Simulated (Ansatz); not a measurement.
Starting cell, SiC (wurtzite):

```xyz
4
Lattice="3.0920 0.0000 0.0000 -1.5460 2.6777 0.0000 0.0000 0.0000 5.0743" Properties=species:S:1:pos:R:3 pbc="T T T"
Si     1.5460     0.8926     0.0026
Si     0.0000     1.7851     2.5398
C      1.5460     0.8926     3.1698
C      0.0000     1.7851     0.6327
```

Scan: atom 2 (Si, nearest neighbour C at 1.893 Å; its periodic images, 3.1 Å or more away, move with it) is displaced towards the nearest neighbour, direction (0.000, 0.943, 0.333) in Cartesian axes, by s. The other atoms stay.

Method: PBE (plane waves to 420 eV, PAW, scalar-relativistic; Ansatz, a quantum-chemistry and plane-wave program). k mesh 10×10×5 (Γ-centred), Fermi-Dirac smearing 0.05 eV. Energies are smeared free energies. SiC was relaxed with its symmetry unable to fall. ΔE is measured from the undisplaced structure.

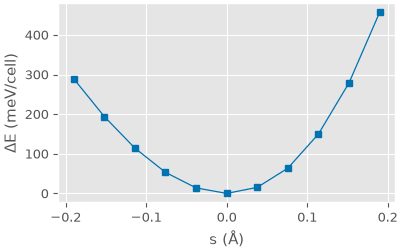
Fig. 1. ΔE (meV/cell) against s (Å); one marker a computed point.

Question: Is the energy the same for displacements of ±0.190 Å, and if not, which side lies higher?

Answer: Not even: the positive side lies higher at ±0.190 Å.

Question: What is the energy change at s = 0.190 Å?

Answer: About 460 meV/cell.

(A displaced cell: forces are minus the slopes of the energy, force constants its curvatures, and phonons follow from these.)
